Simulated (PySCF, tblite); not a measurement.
# Ga13N14H15: electronic excitations

What do calculations give for the electronic excitations of Ga13N14H15?

Programs: tblite 0.8.0 and PySCF 2.14.0, with routines of our own; each step states its level. All values are computed. Atoms count from 0.

## Step 1: The system as given

42 atoms, charge 0, multiplicity 1; geometry from: force field, distance geometry or constructed start.

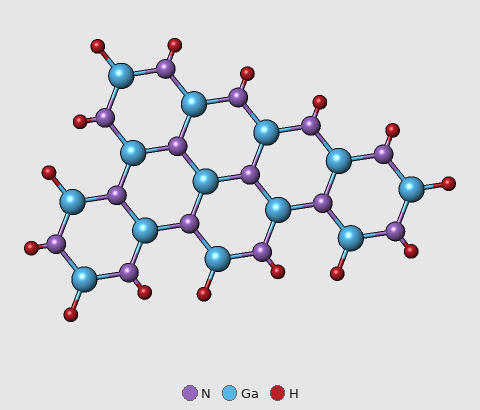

The starting geometry (nitrogen purple, gallium blue, hydrogen red); sticks join atoms by distance alone.

## Step 2: Relaxing the molecule with GFN2-xTB

The job: settings as JSON, then the geometry in Å.

```
{"job": {"kind": "relax", "xc": "GFN2-xTB", "basis": "xTB"}, "charge": 0, "multiplicity": 1}
N     -0.196300     1.315800    -0.001600
Ga    -1.806600     2.245200    -0.006900
N     -3.400300     1.315300     0.001000
Ga    -3.406200    -0.528000    -0.006200
N     -1.804400    -1.458600     0.003400
Ga    -0.204500    -0.532900    -0.002600
N      3.003100    -4.230700    -0.003300
Ga     1.404300    -3.304700     0.001500
N     -0.198500    -4.234500    -0.000400
Ga    -0.204000    -6.083200     0.001600
N      1.398800    -7.008600    -0.002100
Ga     3.000500    -6.084400    -0.000000
N     -5.011100    -1.456700     0.005000
Ga    -5.005500    -3.308000    -0.002700
N     -3.407700    -4.227300     0.000200
Ga    -1.805300    -3.306800     0.006300
N      3.003400     1.319500     0.000900
Ga     1.399800     2.239200    -0.001000
N      1.400300    -1.455600     0.002500
Ga     3.005800    -0.531500     0.002700
N      3.000700     6.871400     0.001500
Ga     1.400000     7.794100    -0.000200
N     -0.197800     6.872200     0.006600
Ga    -0.205400     5.013300    -0.001500
N      1.401400     4.095200     0.000900
Ga     2.996900     5.016700     0.002500
N     -1.802700     4.094900    -0.000700
H     -4.306800     1.838200     0.001200
H      3.904300    -3.712000    -0.002000
H     -1.542500    -6.857000     0.003400
H      1.404500    -8.046800    -0.001100
H      4.343500    -6.856100     0.000200
H     -5.909400    -0.937300    -0.001900
H     -6.347900    -4.083700     0.003700
H     -3.404300    -5.270600    -0.003300
H      3.904200     1.839800    -0.002900
H      4.344600    -1.307300    -0.004100
H      3.904600     7.390100    -0.002600
H      1.402000     9.338700    -0.000100
H     -1.106700     7.391000     0.001200
H      4.345300     4.240300     0.003800
H     -2.698200     4.607000     0.003700
```

Command:

```console
> OMP_NUM_THREADS=2 python large_run.py task.json out
```

This one command runs all jobs of the session in turn.

The program printed:

```text
step      E/eV     max force
  0   -1750.46559    1.101
  1   -1750.54956    0.235
  2   -1750.56178    0.246
  3   -1750.58919    0.223
  4   -1750.59684    0.214
  5   -1750.61149    0.172
  6   -1750.61596    0.144
  7   -1750.62001    0.126
  8   -1750.62274    0.117
  9   -1750.62476    0.092
 10   -1750.62595    0.080
 11   -1750.62694    0.066
 12   -1750.62791    0.075
 13   -1750.62884    0.065
 14   -1750.62952    0.064
 15   -1750.62994    0.040
 16   -1750.63023    0.047
 17   -1750.63051    0.044
 18   -1750.63081    0.039
 19   -1750.63109    0.041
 20   -1750.63129    0.033
 21   -1750.63141    0.022
 22   -1750.63153    0.022
 23   -1750.63167    0.029
 24   -1750.63180    0.025
 25   -1750.63191    0.018
```

Run time: 3 s. Hardware: 2 threads of Arm Neoverse N1, shared host; peak memory 0.16 GiB.

Step by step:

```
step  energy from step 0 (eV)  largest force (eV/Å)
   0                   0.0000                1.1004
   1                  -0.0840                0.2349
   2                  -0.0962                0.2463
   3                  -0.1236                0.2233
   4                  -0.1312                0.2138
   5                  -0.1459                0.1724
   6                  -0.1504                0.1437
   7                  -0.1544                0.1262
   8                  -0.1572                0.1177
   9                  -0.1592                0.0920
  10                  -0.1604                0.0796
  11                  -0.1614                0.0652
  12                  -0.1623                0.0750
  13                  -0.1633                0.0650
  15                  -0.1644                0.0401
  16                  -0.1646                0.0470
  17                  -0.1649                0.0439
  18                  -0.1652                0.0394
  19                  -0.1655                0.0407
  21                  -0.1658                0.0219
  22                  -0.1659                0.0224
  23                  -0.1661                0.0293
  24                  -0.1662                0.0252
  25                  -0.1663                0.0184
```

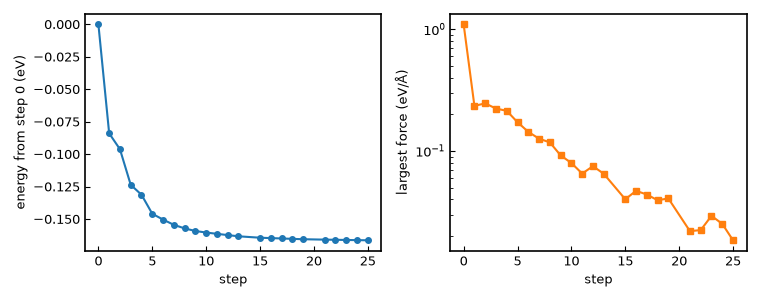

Energy and largest force along the relaxation.

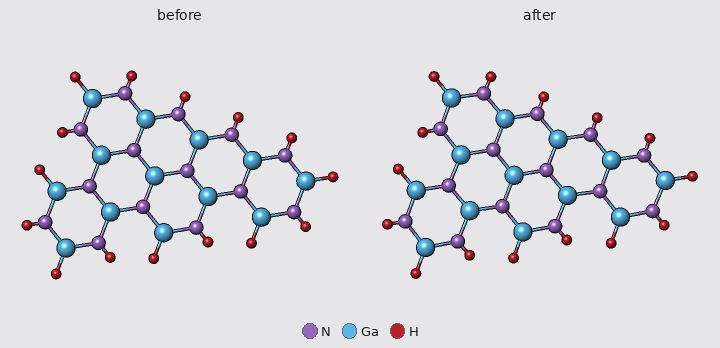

The geometry before (left) and after (right).

Distances of close pairs at the start and the end, largest changes first:

```
   bond  before (Å)  after (Å)  change (Å)
 N2–H27       1.047      1.015      -0.032
N22–H39       1.047      1.017      -0.030
N14–H34       1.043      1.018      -0.026
N20–H37       1.042      1.018      -0.024
N16–H35       1.040      1.017      -0.023
 N6–H28       1.040      1.018      -0.022
N12–H32       1.038      1.016      -0.021
N10–H30       1.038      1.018      -0.021
```

The next job starts from the end point, and lists it.

## Step 3: Electronic excitations: TDDFT PBE/def2-SVP

The job: settings as JSON, then the geometry in Å.

```
{"job": {"kind": "uv", "basis": "def2-SVP", "grid": 1, "kgrid": 0, "vcut": null, "nstates": 6, "ntriplets": 2, "tda": false, "delta": ["ip_vertical"], "pop": true, "xc": "PBE"}, "charge": 0, "multiplicity": 1}
N     -0.211672     1.313112    -0.004244
Ga    -1.805387     2.232277    -0.001329
N     -3.390835     1.301238    -0.001161
Ga    -3.394350    -0.536436     0.000549
N     -1.794998    -1.449132     0.002084
Ga    -0.200570    -0.525888     0.000102
N      2.951340    -4.227124    -0.002034
Ga     1.360797    -3.286745     0.000383
N     -0.209990    -4.243510     0.001245
Ga    -0.225602    -6.082906     0.001006
N      1.393757    -6.958870    -0.001000
Ga     3.005464    -6.063685    -0.000879
N     -4.976503    -1.488946     0.002457
Ga    -5.009590    -3.321151     0.000611
N     -3.398622    -4.198049    -0.000855
Ga    -1.791568    -3.288630     0.000838
N      2.955325     1.301202     0.000209
Ga     1.368776     2.253725    -0.000920
N      1.394711    -1.440347     0.002397
Ga     2.992416    -0.534424    -0.000875
N      2.971747     6.844890     0.000115
Ga     1.398827     7.808159     0.000710
N     -0.167494     6.850323     0.005509
Ga    -0.187750     5.001479     0.001050
N      1.420168     4.099763     0.000656
Ga     3.025832     5.001658     0.001381
N     -1.775364     4.070003    -0.004113
H     -4.270928     1.805888    -0.000053
H      3.815417    -3.689114    -0.001728
H     -1.552450    -6.888325     0.003348
H      1.396996    -7.976431    -0.000937
H      4.354288    -6.828958    -0.000065
H     -5.838854    -0.951018    -0.001662
H     -6.344643    -4.102619     0.001966
H     -3.362145    -5.215049    -0.001496
H      3.823561     1.830838    -0.001262
H      4.354807    -1.280213    -0.002686
H      3.852357     7.355015    -0.000858
H      1.398981     9.356315    -0.000467
H     -1.065917     7.326051     0.001104
H      4.387302     4.259487     0.003766
H     -2.651705     4.581269     0.003755
```

With the program's defaults for keys left out, this is: TDDFT PBE/def2-SVP, vertical, gas phase, core orbitals frozen in the response.

The program printed:

```text
start: PBE on a coarse grid of 192091 points
cycle   1  E = -25789.3336156718  dE = -2.375e+00  |g| = 3.193e+00  |ddm| = 8.799e+00
cycle   2  E = -25781.6050391830  dE =  7.729e+00  |g| = 6.473e+00  |ddm| = 8.037e+00
cycle   3  E = -25790.6231585976  dE = -9.018e+00  |g| = 1.128e+00  |ddm| = 6.750e+00
cycle   4  E = -25790.9291976057  dE = -3.060e-01  |g| = 2.297e-01  |ddm| = 1.108e+00
cycle   5  E = -25790.9209445919  dE =  8.253e-03  |g| = 2.700e-01  |ddm| = 4.396e-01
cycle   6  E = -25790.9389376624  dE = -1.799e-02  |g| = 4.055e-02  |ddm| = 2.551e-01
cycle   7  E = -25790.9392919962  dE = -3.543e-04  |g| = 2.610e-02  |ddm| = 6.713e-02
cycle   8  E = -25790.9394520660  dE = -1.601e-04  |g| = 5.824e-03  |ddm| = 2.548e-02
final grid: 192091 points
cycle   9  E = -25790.9394206581  dE =  3.141e-05  |g| = 1.403e-02  |ddm| = 1.750e-02
cycle  10  E = -25790.9390920514  dE =  3.286e-04  |g| = 3.992e-02  |ddm| = 4.468e-02
cycle  11  E = -25790.9394635229  dE = -3.715e-04  |g| = 4.377e-03  |ddm| = 3.445e-02
cycle  12  E = -25790.9394681517  dE = -4.629e-06  |g| = 8.596e-04  |ddm| = 4.305e-03
cycle  13  E = -25790.9394694002  dE = -1.248e-06  |g| = 1.907e-04  |ddm| = 1.029e-03
cycle  14  E = -25790.9394695950  dE = -1.948e-07  |g| = 5.011e-05  |ddm| = 1.829e-04
converged SCF energy = -25790.9394695950

Static polarisability (au): isotropic 459.297, principal 228.930 502.630 646.331

Singlet excitations
state   eV       nm        f      main configurations
  1   3.4982    354.4   0.00000   H->L 1.00
  2   3.6709    337.7   0.00003   H-1->L 0.99
  3   3.6904    336.0   0.00001   H-2->L 0.99
  4   3.8827    319.3   0.00002   H-3->L 0.98
  5   3.9479    314.1   0.00002   H-4->L 0.96
  6   3.9762    311.8   0.00001   H-5->L 0.95

Triplet excitations (Tamm-Dancoff, eV): 3.4231 3.5953
```

It took 3 min on 2 threads of Arm Neoverse N1, shared host; peak memory 1.6 GiB.

Warnings kept with the result: ip_vertical: open-shell SCF did not converge.

Frontier orbitals and where they lie:

| orbital | eV | atoms |
| --- | --- | --- |
| HOMO−4 | -5.70 | N4 17 %, N2 13 %, N20 13 % |
| HOMO−3 | -5.63 | N16 21 %, N6 14 %, N0 12 % |
| HOMO−2 | -5.45 | N6 22 %, N18 15 %, N10 14 % |
| HOMO−1 | -5.42 | N12 18 %, N14 10 %, N26 10 % |
| HOMO | -5.25 | N2 22 %, N26 15 %, N14 14 % |
| LUMO | -1.78 | Ga5 11 %, Ga1 8 %, Ga17 8 % |
| LUMO+1 | -1.17 | Ga23 11 %, Ga15 7 %, Ga7 7 % |
| LUMO+2 | -1.02 | Ga25 52 %, Ga21 33 % |
| LUMO+3 | -0.96 | Ga9 52 %, Ga11 28 %, Ga19 5 % |

Further results of this job:

```
           property  computed
  dipole moment (D)      2.08
polarisability (Å³)     68.06
 HOMO–LUMO gap (eV)      3.47
      −ε(HOMO) (eV)      5.25
```

## Step 4: What came out

| quantity | value |
| --- | --- |
| lowest singlet (PBE/def2-SVP) | 3.50 eV (354 nm), f = 0.000 |
| brightest single state of those computed | state 2, 3.67 eV, f = 0.000 |
| lowest triplet | 3.42 eV |

In words: The lowest singlet, at 3.50 eV, is HOMO→LUMO 1.00 and is dark. The lowest triplet lies 0.08 eV below the lowest singlet (triplets in Tamm-Dancoff, singlets in full TDDFT).
